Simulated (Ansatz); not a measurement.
# AlBH₄ (triplet): geometry optimisation

Where does this start of AlBH₄ (triplet) end when it is relaxed?

Method: UKS PBE0/def2-TZVP; program: Ansatz 0.2.0, Gaussian basis.

## 1. Starting geometry

6 atoms, charge 0, spin multiplicity 3.

Atoms are counted from 1 here; the program's logs count them from 0.

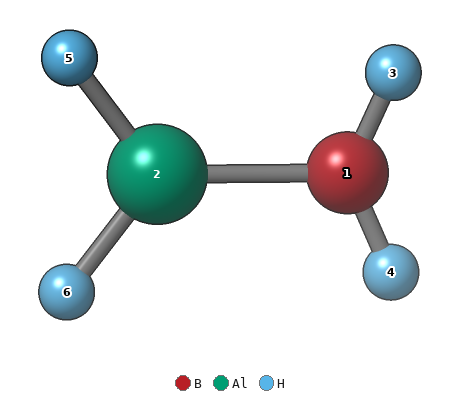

As it starts; boron red, aluminium teal, hydrogen blue; atoms are numbered from 1 in the order of the file.

As a file:

```
atom    x (Å)    y (Å)    z (Å)
  B1  -1.4163  -0.0022   0.0092
 Al2   0.5938   0.0009  -0.0038
  H3  -1.8915   1.0687   0.0065
  H4  -1.8881  -1.0745   0.0180
  H5   1.5359   1.2601  -0.0167
  H6   1.5399  -1.2553  -0.0032
```

The start was built by rule and, where that kept it together, relaxed with GFN2-xTB. Sticks and bond lists go by distance. 

## 2. The run

Input file in.yaml:

```yaml
crystal:
  periodic: [false, false, false]
  atoms:
    - {symbol: B, position_ang: [-1.416284, -0.002192, 0.009170]}
    - {symbol: Al, position_ang: [0.593768, 0.000919, -0.003845]}
    - {symbol: H, position_ang: [-1.891487, 1.068668, 0.006510]}
    - {symbol: H, position_ang: [-1.888095, -1.074519, 0.017963]}
    - {symbol: H, position_ang: [1.535933, 1.260058, -0.016679]}
    - {symbol: H, position_ang: [1.539914, -1.255297, -0.003237]}
basis:
  gaussian: {orbitals: def2-TZVP}
magnetization: {spin_polarized: true, initial_magnetization: 2}
hamiltonian: {xc: pbe0}
relax: {f_tol: 0.004, max_steps: 80}
```

Launch:

```bash
ansatz run in.yaml --threads 1 --pin off --events-out ev --progress --plain --max-ram 2176MiB
```

Before running it: what results should come out? Wanted: energy gained; shift from the start; total energy; dipole moment; ⟨S²⟩.

As calculated:

| quantity | value |
| --- | --- |
| steps | 6 |
| energy gained | 0.362 eV |
| shift from the start (rms) | 0.167 Å |
| total energy | -7330.8542 eV |
| dipole moment | 0.56 D |
| ⟨S²⟩ | 2.005 |

**Reading.** The bonds of the start are those of the end. B1–Al2 went from 2.010 to 2.137 Å. No vibrations were run, so this is a stationary point, not a proven minimum, and this spin need not be the ground state's.
